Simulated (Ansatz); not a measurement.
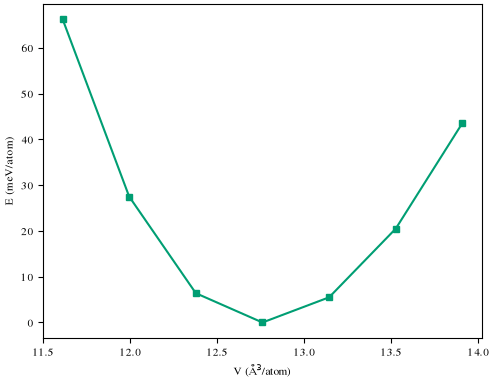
Co₃Ge₂ in space group P-6m2 (No. 187; Co on 2i, Co on 1b, Ge on 1a, Ge on 1d) under volume change, DFT-r²SCAN in the program Ansatz with PAW potentials, shape and atoms relaxed at each volume.

### Question
What does a third-order Birch–Murnaghan fit give for V₀, B₀ and B′?

### Answer
V₀ = 12.77 Å³/atom, B₀ = 165 GPa, B′ = 5.6.

The workflow started from a Materials Project entry (that database holds measured and hypothetical structures alike); the Crystallography Open Database copy checked does not list it. Its standing as an ambient phase is unchecked. Symmetry was held in the r²SCAN relaxation; its stability against distortions is not shown here. Magnetic state: ferromagnetic, the only order run, not a proven ground state. Other orbital occupations within this spin state were not tried.

Potentials: the later of the program's two PAW sets.
